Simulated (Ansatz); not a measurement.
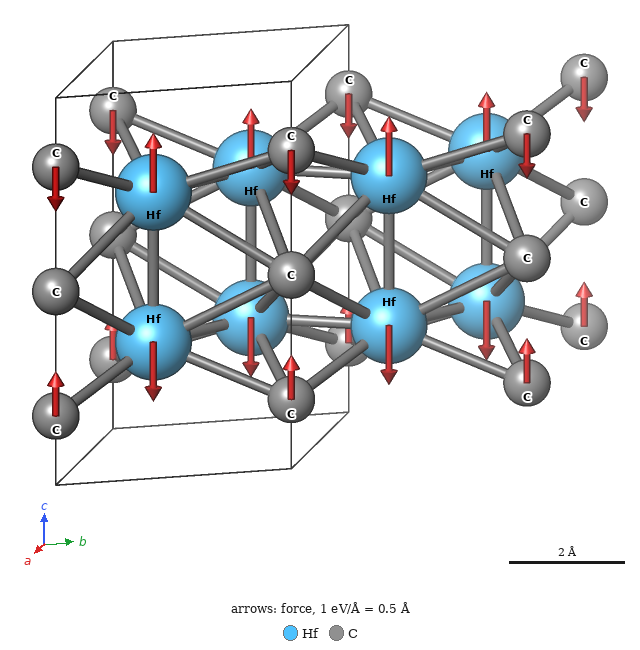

Starting geometry of crystalline Hf₄C₃ (a generated structure, set up in P6/mmm) (coarse preliminary run) with the computed forces as red arrows. A ball-and-stick model of the cell of the calculation, repeated 1 × 2 × 1 with one cell outlined, seen slightly off an axis.

Computed with DFT PBE, scalar-relativistic, plane waves, PAW in Ansatz 0.2.0. Set-up: plane-wave cutoff 420 eV; k-point mesh 6 × 6 × 4; occupations gaussian; smearing width 0.1 eV; no spin polarisation; cell and atoms relaxed; force threshold 0.04 eV/Å; at most 70 steps.

### Is this structure relaxed? If not, where do the atoms go?

It isn't relaxed: the largest force vector, on Hf atoms, is 2.16 eV/Å. The atoms end up moving mostly along the starting forces (cosine between the two patterns 0.95). Over 7 accepted moves (8 points after the start) the energy falls by 7.538 eV per cell of the calculation. Largest force component: 2.2 eV/Å at the start, 0.0046 eV/Å at the end. The pressure goes from 7.34 to 0.22 GPa. At 1 point the geometry stayed and the basis and grid were re-selected for the new cell (energy shift of 31.3 meV per cell of the calculation at most each time). The largest moves relative to the cell, 0.55 Å, are those of C atoms. Largest moves by element: C 0.55 Å, Hf 0.37 Å. Cell: a = b 4.306 → 4.696 Å (+9.1 %), c 6.986 → 5.943 Å (−14.9 %). Volume +1.2 %. Some distances before and after: Hf–Hf 4.285 → 2.909 Å, C–C 2.243 → 1.358 Å, Hf–Hf 2.701 → 3.034 Å, C–Hf 2.829 → 3.107 Å. New bonds form: C–C (2.24 → 1.36 Å), Hf–Hf (4.28 → 2.91 Å). Among the angles between lasting bonds that change: Hf–C–Hf 140.5° → 173.3°, Hf–C–Hf 109.2° → 119.7°, Hf–C–Hf 56.1° → 59.9°. The space group stays P6/mmm (No. 191).
